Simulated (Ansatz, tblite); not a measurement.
# Si(OH)H3 (SiH4O): rung by rung

Aim: run the singlet of Si(OH)H3 (SiH4O) at one geometry on many levels, and compare frontier levels, spin and run time.

The runs use Ansatz 0.2.0, Gaussian basis; as each input shows.

The runs, in order: GFN1-xTB, GFN2-xTB, PBE-D4/def2-TZVP, r2SCAN-D4/def2-TZVP, B97M-V/def2-TZVP, HSE06-D4/def2-TZVP, PBE-QIDH/def2-TZVP, LC-ωPBE/def2-TZVP, CAM-B3LYP-D4/def2-TZVP, revPBE-D4/def2-TZVP, B3LYP-D4/def2-TZVP, PBE-D4/def2-SVP, PBE0-D4/def2-SVP, HF/6-31G, B3LYP-D4/6-31G, PBE0-D4/def2-TZVPD, PBE-D4/def2-TZVPD, r2SCAN-D4/def2-TZVPD, CCSD(T)/def2-TZVPP, MP2/def2-TZVP, RPA/def2-TZVP, CCSD(T)/def2-TZVPD.

## (1) The structure

The geometry is that of the singlet, from an earlier relaxation (r2SCAN-D4/def2-TZVP).

6 atoms, charge 0, spin multiplicity 1.

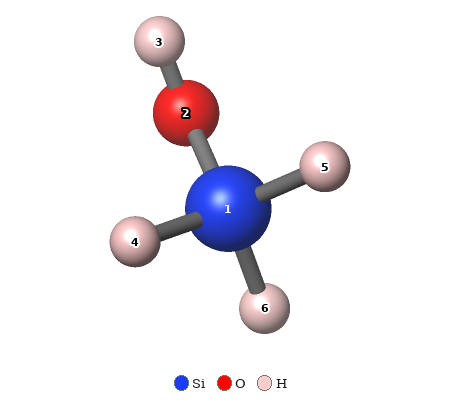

The structure; silicon blue, oxygen red, hydrogen pink; atoms are numbered from 1 in the order of the file.

PBE0-D4/def2-TZVP was run before; its log isn't repeated, and its numbers join the tables.

## (2) GFN1-xTB

Tight binding, by tblite at 300 K electronic temperature and without a spin-polarisation term:

```python
tblite.interface.Calculator('GFN1-xTB', numbers, positions, charge=0, uhf=0).singlepoint()
```

Energy -239.3243 eV, HOMO -12.33 eV, LUMO -5.05 eV; 0.003 s.

## (3) GFN2-xTB

Tight binding, by tblite at 300 K electronic temperature and without a spin-polarisation term:

```python
tblite.interface.Calculator('GFN2-xTB', numbers, positions, charge=0, uhf=0).singlepoint()
```

Energy -214.4578 eV, HOMO -11.26 eV, LUMO -4.49 eV; 0.001 s.

## (4) PBE-D4/def2-TZVP

start.molden holds the orbitals of an earlier run on this state, given as this run's starting guess.

File in.yaml:

```yaml
crystal:
  periodic: [false, false, false]
  atoms:
    - {symbol: Si, position_ang: [-0.064159, -0.121033, -0.370819]}
    - {symbol: O, position_ang: [-0.064073, -0.093911, 1.278416]}
    - {symbol: H, position_ang: [0.350947, 0.656126, 1.711279]}
    - {symbol: H, position_ang: [1.317523, -0.127947, -0.922961]}
    - {symbol: H, position_ang: [-0.776957, 1.053600, -0.941911]}
    - {symbol: H, position_ang: [-0.763270, -1.366835, -0.753993]}
basis:
  gaussian: {orbitals: def2-TZVP, initial_orbitals: start.molden}
hamiltonian: {xc: pbe, dispersion: d4}
scf: {omitted_lower_state_checks: [starts]}
output: {orbitals: {seedname: orbitals}}
```

Started as:

```
$ ansatz run in.yaml --threads 4 --pin off --events-out ev --progress --plain --max-ram 3916MiB
```

The log of the run:

```text
Functional definition: PBE
  name "PBE"
  cite "Perdew, Burke & Ernzerhof, Phys. Rev. Lett. 77, 3865 (1996) doi:10.1103/PhysRevLett.77.3865"
  parent pbe
  parameter kappa = 0.804
  parameter beta = 0.06672455060314922
  exchange = pbe_x(kappa = kappa, mu = beta*pi^2/3)
  correlation = pbe_c(beta = beta)
these checks for a lower state are left out or cut short: starts
579 factors; their error is unknown
mean field evaluation 1: about -9985.2778 eV, gradient 7.9e0 eV
mean field evaluation 2: about -9985.3350 eV, gradient 6.6e-2 eV
mean field evaluation 4: about -9985.3271 eV, gradient 5.5e-5 eV
mean field -9985.32714642 eV, -366.9540043330 hartree, gradient 6.6e-5 eV, S^2 0.000000; 0 other end points of the search recorded, 0 dependent functions left out
reference -9985.32718031 eV, -366.9540055785 hartree; 13, 13 occupied and 79, 79 virtual orbitals, 579 factors
Total energy: -9985.39165706 eV, -366.9563750555 hartree
Checks for a lower state left out: starts
```

Run time: 0.25 s. Hardware: 4 threads of AMD EPYC 9B14, shared host.

From the report: HOMO -7.21 eV, LUMO -0.84 eV.

## (5) r2SCAN-D4/def2-TZVP

Changes to in.yaml since step 4:

```diff
@@ -11,3 +11,3 @@
   gaussian: {orbitals: def2-TZVP, initial_orbitals: start.molden}
-hamiltonian: {xc: pbe, dispersion: d4}
+hamiltonian: {xc: r2scan, dispersion: d4}
 scf: {omitted_lower_state_checks: [starts]}
```

The command is unchanged.

The log of the run:

```text
Functional definition: r2SCAN
  name "r2SCAN"
  cite "Furness, Kaplan, Ning, Perdew & Sun, J. Phys. Chem. Lett. 11, 8208 (2020) doi:10.1021/acs.jpclett.0c02405"
  cite "Furness, Kaplan, Ning, Perdew & Sun, J. Phys. Chem. Lett. 11, 9248 (2020) doi:10.1021/acs.jpclett.0c03077"
  parent r2scan
  parameter k0 = 0.174
  parameter k1 = 0.065
  parameter a1 = 4.9479
  exchange = r2scan_x(k0 = k0, k1 = k1, a1 = a1)
  correlation = r2scan_c
these checks for a lower state are left out or cut short: starts
579 factors; their error is unknown
mean field evaluation 1: about -9990.0680 eV, gradient 4.8e0 eV
mean field evaluation 2: about -9990.0835 eV, gradient 2.0e-2 eV
mean field evaluation 4: about -9990.0758 eV, gradient 2.8e-5 eV
mean field -9990.07578891 eV, -367.1285137258 hartree, gradient 1.6e-5 eV, S^2 0.000000; 0 other end points of the search recorded, 0 dependent functions left out
reference -9990.07579931 eV, -367.1285141082 hartree; 13, 13 occupied and 79, 79 virtual orbitals, 579 factors
Total energy: -9990.09043167 eV, -367.1290518373 hartree
Checks for a lower state left out: starts
```

Run time: 0.55 s. Hardware: 4 threads of AMD EPYC 9B14, shared host.

HOMO -7.58 eV, LUMO -0.29 eV.

## (6) B97M-V/def2-TZVP

Changes to in.yaml since step 5:

```diff
@@ -11,4 +11,4 @@
   gaussian: {orbitals: def2-TZVP, initial_orbitals: start.molden}
-hamiltonian: {xc: r2scan, dispersion: d4}
+hamiltonian: {xc: {name: B97M-V}}
 scf: {omitted_lower_state_checks: [starts]}
-output: {orbitals: {seedname: orbitals}}
+output: {forces: true, orbitals: {seedname: orbitals}}
```

Same command.

The log of the run, cut to the lines that bear on the results:

```text
Functional definition: B97M-V
  name "B97M-V"
  cite "Mardirossian & Head-Gordon, J. Chem. Phys. 142, 074111 (2015) doi:10.1063/1.4907719"
  cite "Becke, J. Chem. Phys. 107, 8554 (1997) doi:10.1063/1.475007"
  cite "Vydrov & Van Voorhis, J. Chem. Phys. 133, 244103 (2010) doi:10.1063/1.3521275"
  # Of w^i u^j: cxij and so on, Table III.
[...]
  gx(w, u) = cx00 + cx01*u + cx02*u^2 + (cx10 + cx11*u)*w
  gss(w, u) = css00 + css02*u^2 + css10*w + (css32*w^3 + css42*w^4)*u^2
  gos(w, u) = cos00 + cos01*u + cos03*u^3 + cos10*w + cos32*w^3*u^2
[...]
      + integral(e_c_pw_mod_opposite_spin*gos(b97_w_opposite, b97_u_opposite)) + vv10(b, c)
[...]
579 factors; their error is unknown
[...]
mean field -9989.18237587 eV, -367.0956814023 hartree, gradient 1.4e-5 eV, S^2 0.000000; 0 other end points of the search recorded, 0 dependent functions left out
[...]
reference -9989.18242779 eV, -367.0956833103 hartree; 13, 13 occupied and 79, 79 virtual orbitals, 579 factors
Total energy: -9989.18242779 eV, -367.0956833103 hartree
Atom 0 at    -0.064159    -0.121033    -0.370819 Å, force     0.005918     0.015477     0.272843 eV/Å
Atom 1 at    -0.064073    -0.093911     1.278416 Å, force     0.077997     0.138051    -0.145500 eV/Å
Atom 2 at     0.350947     0.656126     1.711279 Å, force    -0.093836    -0.171075    -0.133928 eV/Å
Atom 3 at     1.317523    -0.127947    -0.922961 Å, force    -0.034724     0.000368    -0.003815 eV/Å
Atom 4 at    -0.776957     1.053600    -0.941911 Å, force     0.018216    -0.029704    -0.003619 eV/Å
Atom 5 at    -0.763270    -1.366835    -0.753993 Å, force     0.026429     0.046883     0.014019 eV/Å
Dipole moment:     0.135012     0.242696     0.061192 e Å
Checks for a lower state left out: starts
```

Wall time 1 s (4 threads of AMD EPYC 9B14, shared host).

HOMO -7.70 eV, LUMO -0.65 eV.

## (7) HSE06-D4/def2-TZVP

Changes to in.yaml since step 6:

```diff
@@ -11,4 +11,4 @@
   gaussian: {orbitals: def2-TZVP, initial_orbitals: start.molden}
-hamiltonian: {xc: {name: B97M-V}}
+hamiltonian: {xc: hse06, dispersion: d4}
 scf: {omitted_lower_state_checks: [starts]}
-output: {forces: true, orbitals: {seedname: orbitals}}
+output: {orbitals: {seedname: orbitals}}
```

Same command.

The log of the run, cut to the lines that bear on the results:

```text
Functional definition: HSE06
  name "HSE06"
  cite "Heyd, Scuseria & Ernzerhof, J. Chem. Phys. 118, 8207 (2003) doi:10.1063/1.1564060"
  cite "Krukau, Vydrov, Izmaylov & Scuseria, J. Chem. Phys. 125, 224106 (2006) doi:10.1063/1.2404663"
  cite "Heyd & Scuseria, J. Chem. Phys. 120, 7274 (2004) doi:10.1063/1.1668634"
  cite "Ernzerhof & Perdew, J. Chem. Phys. 109, 3313 (1998) doi:10.1063/1.476928"
  cite "Perdew, Burke & Ernzerhof, Phys. Rev. Lett. 77, 3865 (1996) doi:10.1103/PhysRevLett.77.3865"
  parent pbe
[...]
  # The whole range is PBE's own exchange, as in plane waves. The composition of these papers is wPBEh.
[...]
595 factors; their error is unknown
49 factors; integrals over basis functions are off by at most 2.2e-6 eV
[...]
mean field -9985.94889906 eV, -366.9768533213 hartree, gradient 2.7e-5 eV, S^2 0.000000; 0 other end points of the search recorded, 0 dependent functions left out
reference -9985.94893292 eV, -366.9768545656 hartree; 13, 13 occupied and 79, 79 virtual orbitals, 595 factors
Total energy: -9985.99773433 eV, -366.9786479843 hartree
Checks for a lower state left out: starts
```

It took 0.4 s on 4 threads of AMD EPYC 9B14, shared host.

Report: HOMO -8.32 eV, LUMO -0.34 eV.

## (8) PBE-QIDH/def2-TZVP

Changes to in.yaml since step 7:

```diff
@@ -11,4 +11,3 @@
   gaussian: {orbitals: def2-TZVP, initial_orbitals: start.molden}
-hamiltonian: {xc: hse06, dispersion: d4}
+hamiltonian: {xc: {name: PBE-QIDH}}
 scf: {omitted_lower_state_checks: [starts]}
-output: {orbitals: {seedname: orbitals}}
```

Launched as before.

The log of the run, cut to the lines that bear on the results:

```text
Functional definition: PBE-QIDH
  name "PBE-QIDH"
  cite "Brémond, Sancho-García, Pérez-Jiménez & Adamo, J. Chem. Phys. 141, 031101 (2014) doi:10.1063/1.4890314"
  cite "Perdew, Burke & Ernzerhof, Phys. Rev. Lett. 77, 3865 (1996) doi:10.1103/PhysRevLett.77.3865"
[...]
618 factors; integrals over basis functions are off by at most 1.3e-3 eV
[...]
mean field -9979.92600496 eV, -366.7555160455 hartree, gradient 7.0e-6 eV, S^2 0.000000; 0 other end points of the search recorded, 0 dependent functions left out
6 core orbitals not correlated: weight in the atoms' cores, before any rotation towards them, 1.000 or more for the frozen orbitals, at most 0.000 for the correlated occupied ones
reference -9979.92601540 eV, -366.7555164292 hartree; 7, 7 occupied and 79, 79 virtual orbitals, 618 factors
second order -11.08227588 eV of doubles, -0.00000000 eV of singles
Total energy: -9983.62010736 eV, -366.8912718047 hartree
Checks for a lower state left out: starts
```

It took 0.45 s on 4 threads of AMD EPYC 9B14, shared host.

## (9) LC-ωPBE/def2-TZVP

Changes to in.yaml since step 8:

```diff
@@ -11,3 +11,4 @@
   gaussian: {orbitals: def2-TZVP, initial_orbitals: start.molden}
-hamiltonian: {xc: {name: PBE-QIDH}}
+hamiltonian: {xc: {name: LC-wPBE}}
 scf: {omitted_lower_state_checks: [starts]}
+output: {orbitals: {seedname: orbitals}}
```

The command is unchanged.

The log of the run, cut to the lines that bear on the results:

```text
Functional definition: LC-wPBE
  name "LC-wPBE"
  cite "Vydrov & Scuseria, J. Chem. Phys. 125, 234109 (2006) doi:10.1063/1.2409292"
  cite "Heyd & Scuseria, J. Chem. Phys. 120, 7274 (2004) doi:10.1063/1.1668634"
  cite "Ernzerhof & Perdew, J. Chem. Phys. 109, 3313 (1998) doi:10.1063/1.476928"
  cite "Perdew, Burke & Ernzerhof, Phys. Rev. Lett. 77, 3865 (1996) doi:10.1103/PhysRevLett.77.3865"
  parent pbe
[...]
579 factors; their error is unknown
228 factors; integrals over basis functions are off by at most 1.8e-5 eV
[...]
mean field -9988.34820388 eV, -367.0650261470 hartree, gradient 1.5e-5 eV, S^2 0.000000; 0 other end points of the search recorded, 0 dependent functions left out
reference -9988.34820389 eV, -367.0650261472 hartree; 13, 13 occupied and 79, 79 virtual orbitals, 579 factors
Total energy: -9988.34820389 eV, -367.0650261472 hartree
Checks for a lower state left out: starts
```

Run time: 0.4 s. Hardware: 4 threads of AMD EPYC 9B14, shared host.

Report: HOMO -11.55 eV, LUMO 2.19 eV.

## (10) CAM-B3LYP-D4/def2-TZVP

Changes to in.yaml since step 9:

```diff
@@ -11,3 +11,3 @@
   gaussian: {orbitals: def2-TZVP, initial_orbitals: start.molden}
-hamiltonian: {xc: {name: LC-wPBE}}
+hamiltonian: {xc: {name: CAM-B3LYP}, dispersion: d4}
 scf: {omitted_lower_state_checks: [starts]}
```

The command is unchanged.

The log of the run, cut to the lines that bear on the results:

```text
Functional definition: CAM-B3LYP
  name "CAM-B3LYP"
  cite "Yanai, Tew & Handy, Chem. Phys. Lett. 393, 51 (2004) doi:10.1016/j.cplett.2004.06.011"
  cite "Iikura, Tsuneda, Yanai & Hirao, J. Chem. Phys. 115, 3540 (2001) doi:10.1063/1.1383587"
  cite "Becke, Phys. Rev. A 38, 3098 (1988) doi:10.1103/PhysRevA.38.3098"
  cite "Lee, Yang & Parr, Phys. Rev. B 37, 785 (1988) doi:10.1103/PhysRevB.37.785"
  cite "Vosko, Wilk & Nusair, Can. J. Phys. 58, 1200 (1980) doi:10.1139/p80-159"
[...]
  # Exact exchange under (alpha + beta erf(omega r))/r, Becke's under what is left of 1/r.
[...]
588 factors; their error is unknown
177 factors; integrals over basis functions are off by at most 2.1e-5 eV
[...]
mean field -9991.46197962 eV, -367.1794552948 hartree, gradient 4.5e-5 eV, S^2 0.000000; 0 other end points of the search recorded, 0 dependent functions left out
reference -9991.46208165 eV, -367.1794590444 hartree; 13, 13 occupied and 79, 79 virtual orbitals, 588 factors
Total energy: -9991.51477794 eV, -367.1813955972 hartree
Checks for a lower state left out: starts
```

It took 0.35 s on 4 threads of AMD EPYC 9B14, shared host.

From the report: HOMO -10.19 eV, LUMO 0.92 eV.

## (11) revPBE-D4/def2-TZVP

Changes to in.yaml since step 10:

```diff
@@ -11,3 +11,3 @@
   gaussian: {orbitals: def2-TZVP, initial_orbitals: start.molden}
-hamiltonian: {xc: {name: CAM-B3LYP}, dispersion: d4}
+hamiltonian: {xc: {name: revPBE}, dispersion: d4}
 scf: {omitted_lower_state_checks: [starts]}
```

Launched as before.

The log of the run:

```text
Functional definition: revPBE
  name "revPBE"
  cite "Zhang & Yang, Phys. Rev. Lett. 80, 890 (1998) doi:10.1103/PhysRevLett.80.890"
  cite "Perdew, Burke & Ernzerhof, Phys. Rev. Lett. 77, 3865 (1996) doi:10.1103/PhysRevLett.77.3865"
  parameter kappa = 1.245
  parameter beta = 0.06672455060314922
  exchange = pbe_x(kappa = kappa, mu = beta*pi^2/3)
  correlation = pbe_c(beta = beta)
these checks for a lower state are left out or cut short: starts
579 factors; their error is unknown
mean field evaluation 1: about -9989.4458 eV, gradient 7.4e0 eV
mean field evaluation 2: about -9989.4868 eV, gradient 5.1e-2 eV
mean field evaluation 4: about -9989.4788 eV, gradient 4.8e-5 eV
mean field -9989.47877365 eV, -367.1065738197 hartree, gradient 5.8e-5 eV, S^2 0.000000; 0 other end points of the search recorded, 0 dependent functions left out
reference -9989.47881623 eV, -367.1065753846 hartree; 13, 13 occupied and 79, 79 virtual orbitals, 579 factors
Total energy: -9989.70216957 eV, -367.1147834683 hartree
Checks for a lower state left out: starts
```

Wall time 0.3 s (4 threads of AMD EPYC 9B14, shared host).

HOMO -7.17 eV, LUMO -0.74 eV.

## (12) B3LYP-D4/def2-TZVP

Changes to in.yaml since step 11:

```diff
@@ -11,3 +11,3 @@
   gaussian: {orbitals: def2-TZVP, initial_orbitals: start.molden}
-hamiltonian: {xc: {name: revPBE}, dispersion: d4}
+hamiltonian: {xc: {name: B3LYP}, dispersion: d4}
 scf: {omitted_lower_state_checks: [starts]}
```

Same command.

The log of the run, cut to the lines that bear on the results:

```text
Functional definition: B3LYP
  name "B3LYP"
  cite "Stephens, Devlin, Chabalowski & Frisch, J. Phys. Chem. 98, 11623 (1994) doi:10.1021/j100096a001"
  cite "Becke, Phys. Rev. A 38, 3098 (1988) doi:10.1103/PhysRevA.38.3098"
  cite "Lee, Yang & Parr, Phys. Rev. B 37, 785 (1988) doi:10.1103/PhysRevB.37.785"
  cite "Vosko, Wilk & Nusair, Can. J. Phys. 58, 1200 (1980) doi:10.1139/p80-159"
[...]
588 factors; their error is unknown
[...]
mean field -9992.67879854 eV, -367.2241725652 hartree, gradient 4.1e-5 eV, S^2 0.000000; 0 other end points of the search recorded, 0 dependent functions left out
reference -9992.67900897 eV, -367.2241802984 hartree; 13, 13 occupied and 79, 79 virtual orbitals, 588 factors
Total energy: -9992.78367808 eV, -367.2280268176 hartree
Checks for a lower state left out: starts
```

It took 0.35 s on 4 threads of AMD EPYC 9B14, shared host.

From the report: HOMO -8.52 eV, LUMO -0.25 eV.

## (13) PBE-D4/def2-SVP

Changes to in.yaml since step 12:

```diff
@@ -10,4 +10,4 @@
 basis:
-  gaussian: {orbitals: def2-TZVP, initial_orbitals: start.molden}
-hamiltonian: {xc: {name: B3LYP}, dispersion: d4}
+  gaussian: {orbitals: def2-SVP, initial_orbitals: start.molden}
+hamiltonian: {xc: pbe, dispersion: d4}
 scf: {omitted_lower_state_checks: [starts]}
```

The command is unchanged.

The log of the run:

```text
Functional definition: PBE
  name "PBE"
  cite "Perdew, Burke & Ernzerhof, Phys. Rev. Lett. 77, 3865 (1996) doi:10.1103/PhysRevLett.77.3865"
  parent pbe
  parameter kappa = 0.804
  parameter beta = 0.06672455060314922
  exchange = pbe_x(kappa = kappa, mu = beta*pi^2/3)
  correlation = pbe_c(beta = beta)
these checks for a lower state are left out or cut short: starts
571 factors; their error is unknown
mean field evaluation 1: about -9979.5955 eV, gradient 7.3e0 eV
mean field evaluation 2: about -9979.7461 eV, gradient 1.5e-1 eV
mean field evaluation 4: about -9979.7102 eV, gradient 1.1e-4 eV
mean field -9979.71024091 eV, -366.7475868627 hartree, gradient 7.4e-6 eV, S^2 0.000000; 0 other end points of the search recorded, 0 dependent functions left out
reference -9979.71026933 eV, -366.7475879073 hartree; 13, 13 occupied and 39, 39 virtual orbitals, 571 factors
Total energy: -9979.77474608 eV, -366.7499573843 hartree
Checks for a lower state left out: starts
```

It took 0.2 s on 4 threads of AMD EPYC 9B14, shared host.

Report: HOMO -6.93 eV, LUMO -0.25 eV.

## (14) PBE0-D4/def2-SVP

Changes to in.yaml since step 13:

```diff
@@ -11,3 +11,3 @@
   gaussian: {orbitals: def2-SVP, initial_orbitals: start.molden}
-hamiltonian: {xc: pbe, dispersion: d4}
+hamiltonian: {xc: pbe0, dispersion: d4}
 scf: {omitted_lower_state_checks: [starts]}
```

The command is unchanged.

The log of the run:

```text
Functional definition: PBE0
  name "PBE0"
  cite "Adamo & Barone, J. Chem. Phys. 110, 6158 (1999) doi:10.1063/1.478522"
  cite "Perdew, Burke & Ernzerhof, Phys. Rev. Lett. 77, 3865 (1996) doi:10.1103/PhysRevLett.77.3865"
  parent pbe
  parameter a = 0.25
  parameter kappa = 0.804
  parameter beta = 0.06672455060314922
  exchange = (1 - a)*pbe_x(kappa = kappa, mu = beta*pi^2/3) + a*exact_x
  correlation = pbe_c(beta = beta)
these checks for a lower state are left out or cut short: starts
571 factors; their error is unknown
mean field evaluation 1: about -9980.5389 eV, gradient 5.9e0 eV
mean field evaluation 2: about -9980.6242 eV, gradient 7.0e-2 eV
mean field evaluation 4: about -9980.6789 eV, gradient 4.9e-5 eV
mean field -9980.67893207 eV, -366.7831856063 hartree, gradient 4.9e-5 eV, S^2 0.000000; 0 other end points of the search recorded, 0 dependent functions left out
reference -9980.67895330 eV, -366.7831863865 hartree; 13, 13 occupied and 39, 39 virtual orbitals, 571 factors
Total energy: -9980.73194310 eV, -366.7851337258 hartree
Checks for a lower state left out: starts
```

Run time: 0.2 s. Hardware: 4 threads of AMD EPYC 9B14, shared host.

Report: HOMO -8.55 eV, LUMO 0.67 eV.

## (15) HF/6-31G

Changes to in.yaml since step 14:

```diff
@@ -10,4 +10,4 @@
 basis:
-  gaussian: {orbitals: def2-SVP, initial_orbitals: start.molden}
-hamiltonian: {xc: pbe0, dispersion: d4}
+  gaussian: {orbitals: 6-31G}
+hamiltonian: {xc: hf}
 scf: {omitted_lower_state_checks: [starts]}
```

Launched as before.

The log of the run:

```text
Functional definition: HF
  name "HF"
  cite "Fock, Z. Phys. 61, 126 (1930) doi:10.1007/BF01340294"
  parent pbe
  exchange = exact_x
  correlation = 0
these checks for a lower state are left out or cut short: starts
343 factors; integrals over basis functions are off by at most 2.5e-4 eV
mean field evaluation 1: about -9958.5221 eV, gradient 3.0e1 eV
mean field evaluation 2: about -9958.5260 eV, gradient 3.0e1 eV
mean field evaluation 4: about -9960.4016 eV, gradient 1.5e0 eV
mean field evaluation 8: about -9960.4114 eV, gradient 1.9e-4 eV
mean field -9960.41139796 eV, -366.0383674656 hartree, gradient 2.3e-5 eV, S^2 0.000000; 0 other end points of the search recorded, 0 dependent functions left out
reference -9960.41139796 eV, -366.0383674656 hartree; 13, 13 occupied and 17, 17 virtual orbitals, 343 factors
Total energy: -9960.41139796 eV, -366.0383674656 hartree
Checks for a lower state left out: starts
```

It took 0.1 s on 4 threads of AMD EPYC 9B14, shared host.

HOMO -12.32 eV, LUMO 3.41 eV.

## (16) B3LYP-D4/6-31G

Changes to in.yaml since step 15:

```diff
@@ -11,3 +11,3 @@
   gaussian: {orbitals: 6-31G}
-hamiltonian: {xc: hf}
+hamiltonian: {xc: {name: B3LYP}, dispersion: d4}
 scf: {omitted_lower_state_checks: [starts]}
```

Launched as before.

The log of the run, cut to the lines that bear on the results:

```text
Functional definition: B3LYP
  name "B3LYP"
  cite "Stephens, Devlin, Chabalowski & Frisch, J. Phys. Chem. 98, 11623 (1994) doi:10.1021/j100096a001"
  cite "Becke, Phys. Rev. A 38, 3098 (1988) doi:10.1103/PhysRevA.38.3098"
  cite "Lee, Yang & Parr, Phys. Rev. B 37, 785 (1988) doi:10.1103/PhysRevB.37.785"
  cite "Vosko, Wilk & Nusair, Can. J. Phys. 58, 1200 (1980) doi:10.1139/p80-159"
[...]
343 factors; integrals over basis functions are off by at most 2.5e-4 eV
[...]
mean field -9988.47246710 eV, -367.0695927363 hartree, gradient 3.6e-5 eV, S^2 0.000000; 0 other end points of the search recorded, 0 dependent functions left out
reference -9988.47266644 eV, -367.0696000619 hartree; 13, 13 occupied and 17, 17 virtual orbitals, 343 factors
Total energy: -9988.57733556 eV, -367.0734465810 hartree
Checks for a lower state left out: starts
```

It took 0.2 s on 4 threads of AMD EPYC 9B14, shared host.

Report: HOMO -8.11 eV, LUMO 0.12 eV.

(Part 1 of 2 ends here.)
